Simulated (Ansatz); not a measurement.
# C2H7NSSi: the cost of one run

All numbers are computed with Ansatz 0.2.0, driven from Python. Level of theory: MP2/def2-SVPD.

### Step 1. The structure

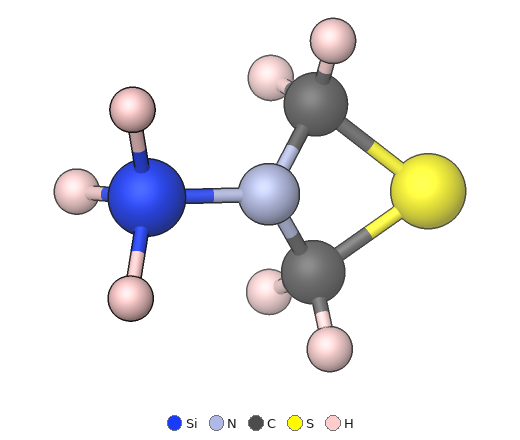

The structure that the script starts from, seen from a chosen angle (silicon blue, nitrogen light blue, carbon dark grey, sulfur yellow, hydrogen pink).

No structure file is read: the coordinates are typed or built in the script.

### Step 2. The script

File spin_c2h7nssi.py:

```python
from dataclasses import dataclass
import warnings

import ansatz as az
from ase import Atoms


@dataclass
class Options:
    basis_set: str = "def2-SVPD"
    method: str = "mp2"


settings = Options()

warnings.simplefilter("ignore", az.DeckWarning)

atoms = Atoms(["Si", "N", "C", "S", "C", "H", "H", "H", "H", "H", "H", "H"], positions=[
    (-1.3208, 0.2437, 0.8416),
    (-0.0735, 0.2636, -0.256),
    (1.2818, 0.5665, 0.0961),
    (1.8566, 0.0253, -1.559),
    (0.2381, -0.8538, -1.1707),
    (-1.4095, 1.6254, 1.4969),
    (-2.5928, 0.0278, 0.0849),
    (-1.103, -0.7631, 1.8232),
    (1.74, -0.0303, 0.9586),
    (1.5244, 1.6202, 0.3445),
    (0.3709, -1.8204, -0.6492),
    (-0.4352, -0.9602, -1.9769),
])
c2h7nssi = az.Crystal.molecule_from_ase(atoms)

calc = c2h7nssi.calculation().basis(gaussian=settings.basis_set).correlation(settings.method)
found = {}
for unpaired in [0, 2]:
    report = calc.spin("collinear", total=unpaired).run().report
    s = unpaired / 2
    found[unpaired] = report["free_energy_ev"]
    print(f"2S+1 = {unpaired + 1}: E = {found[unpaired]:.5f} eV, <S^2> = {abs(report['mean_field']['state']['spin_squared']):.3f} (pure state {s * (s + 1):.2f})")
lowest = min(found, key=found.get)
for unpaired, e in found.items():
    print(f"multiplicity {unpaired + 1}: {96.485332 * (e - found[lowest]):.1f} kJ/mol above the lowest")
```

### Step 3. The input behind the calls

The engine receives this input (first run):

```yaml
crystal:
  periodic: [false, false, false]
  atoms:
    - { symbol: Si, position_ang: [-1.3208, 0.2437, 0.8416] }
    - { symbol: "N", position_ang: [-0.0735, 0.2636, -0.256] }
    - { symbol: C, position_ang: [1.2818, 0.5665, 0.0961] }
    - { symbol: S, position_ang: [1.8566, 0.0253, -1.559] }
    - { symbol: C, position_ang: [0.2381, -0.8538, -1.1707] }
    - { symbol: H, position_ang: [-1.4095, 1.6254, 1.4969] }
    - { symbol: H, position_ang: [-2.5928, 0.0278, 0.0849] }
    - { symbol: H, position_ang: [-1.103, -0.7631, 1.8232] }
    - { symbol: H, position_ang: [1.74, -0.0303, 0.9586] }
    - { symbol: H, position_ang: [1.5244, 1.6202, 0.3445] }
    - { symbol: H, position_ang: [0.3709, -1.8204, -0.6492] }
    - { symbol: H, position_ang: [-0.4352, -0.9602, -1.9769] }
basis:
  gaussian:
    orbitals: def2-SVPD
magnetization:
  spin_polarized: true
  initial_magnetization: 0.0
correlation:
  method: mp2
```

### Step 4. Launch

Command:

```
$ python spin_c2h7nssi.py
```

**Question.** How long does this script take on 1 thread of Arm Neoverse V2, shared host, and how much memory does it need?

About 37 s, with a peak of 0.58 GiB.
